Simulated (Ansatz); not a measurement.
System: PC (SMILES [C]#P) (doublet).

| atom | x (Å) | y (Å) | z (Å) |
| --- | --- | --- | --- |
| C | 0.0000 | 0.0000 | -0.7795 |
| P | 0.0000 | 0.0000 | 0.7795 |

Geometry: PBE0-D3(BJ)/def2-SVP; ⟨S²⟩ = 0.81, above the pure value of 0.75.

Computed with isolated molecule in a Gaussian basis; Kohn-Sham density functional theory, functional PBE0 (Ansatz 0.2.0).

Q: Predict the electron density, electron localisation function and spin density between the atoms.

A: C–P (1.56 Å): the density is about 1.5 e/Å³ at the midpoint; the ELF peaks at about 0.80 in the valence shell of C, 0.6 Å from its nucleus, and is about 0.60 at the midpoint.
The unpaired spin (1 electron) lies mostly on C1 (about 1.0), in electrons by Hirshfeld's partition.

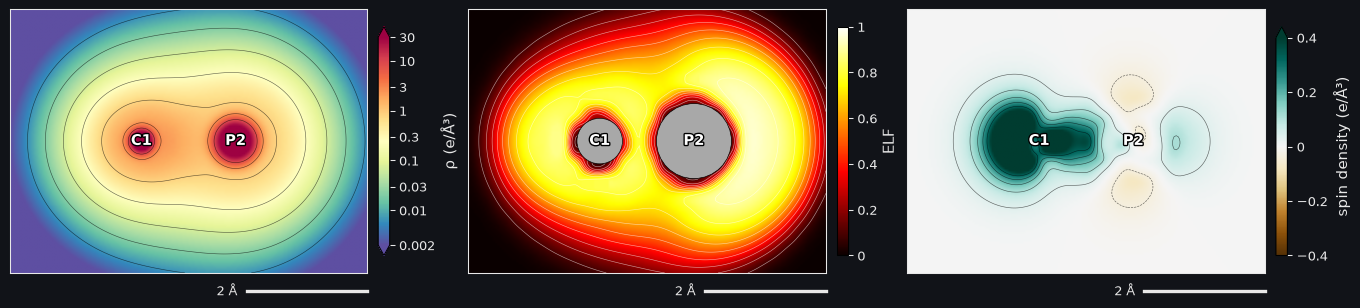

Computed electron density, electron localisation function and spin density on a plane that holds the molecular axis, in this order. Grey discs cover the atomic cores in the ELF map. 
